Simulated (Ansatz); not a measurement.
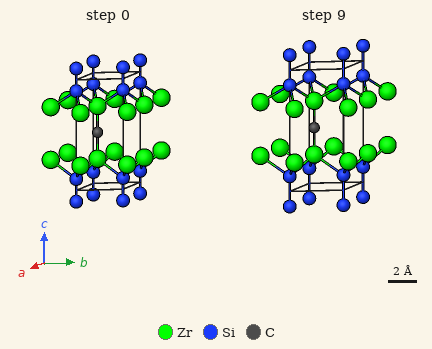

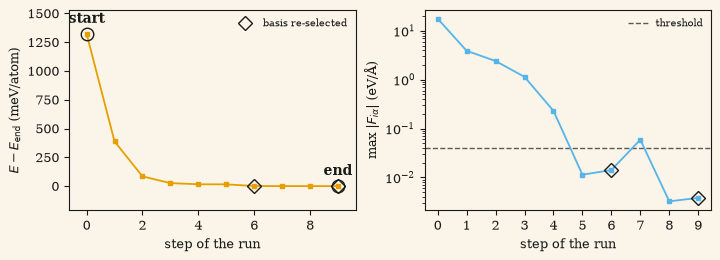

First and last geometry of a relaxation of crystalline Zr₂Si₂C (a generated structure, set up in P-6m2) (coarse preliminary run), with the history of the run. Style: ball-and-stick. Shown: the cell of the calculation, slightly off an axis.

Theory: DFT PBE, scalar-relativistic, plane waves, PAW (Ansatz 0.2.0). Settings: plane-wave cutoff 420 eV; k-point mesh 6 × 6 × 2; occupations gaussian; smearing width 0.1 eV; no spin polarisation; cell and atoms relaxed; force threshold 0.04 eV/Å; at most 70 steps.

What do the curves and the structures tell?

It converged. After 7 accepted moves (9 points after the start) the energy has fallen by 1322 meV per atom. The largest force component goes from 18 to 0.0038 eV/Å. The pressure goes from 52.52 to 0.00 GPa. The SCF was repeated twice at an unchanged geometry on a basis and grid sized afresh for the cell, which shifted the energy by 14.5 meV per atom at most. The largest moves relative to the cell, 0.20 Å, are those of Si atoms. Largest moves by element: Si 0.20 Å, Zr 0.15 Å. C stays in place. The drawn cell changes as follows: a = b 3.481 → 3.998 Å (+14.9 %), c 8.234 → 9.027 Å (+9.6 %); the volume changes by +44.6 %. Some distances before and after: Si–Si 1.680 → 2.244 Å, Zr–Zr 3.481 → 3.998 Å, Si–Zr 2.401 → 2.695 Å, C–Zr 1.963 → 2.000 Å. Bond angles that change, for instance: Zr–Si–Zr 92.9° → 95.8°, Si–Zr–Si 92.9° → 95.8°, Si–Zr–C 123.2° → 121.1°. The space group stays P-6m2 (No. 187). The run took 11 s on 1 thread of AMD EPYC 9R45 96-Core Processor (Zen 5), on a shared host, peak memory 0.39 GiB.

| step | E − E(0), meV/atom | largest force component, eV/Å | pressure, GPa | volume, Å³/atom | note |
| --- | --- | --- | --- | --- | --- |
| 0 | 0.00 | 17.6723 | 52.52 | 17.279 |  |
| 1 | -934.25 | 3.8964 | 24.96 | 19.131 |  |
| 2 | -1237.66 | 2.4085 | 7.01 | 21.999 |  |
| 3 | -1296.06 | 1.1399 | 1.67 | 23.827 |  |
| 4 | -1306.18 | 0.2301 | -0.06 | 24.668 |  |
| 5 | -1306.76 | 0.0113 | -0.02 | 24.527 |  |
| 6 | -1321.26 | 0.0142 | 0.55 | 24.527 | same geometry, new basis |
| 7 | -1321.90 | 0.0591 | -0.01 | 24.892 |  |
| 8 | -1321.98 | 0.0032 | 0.00 | 24.990 |  |
| 9 | -1322.14 | 0.0038 | 0.00 | 24.990 | same geometry, new basis |

Limits of the set-up: the k-point mesh is coarse for a cell with partly filled bands.
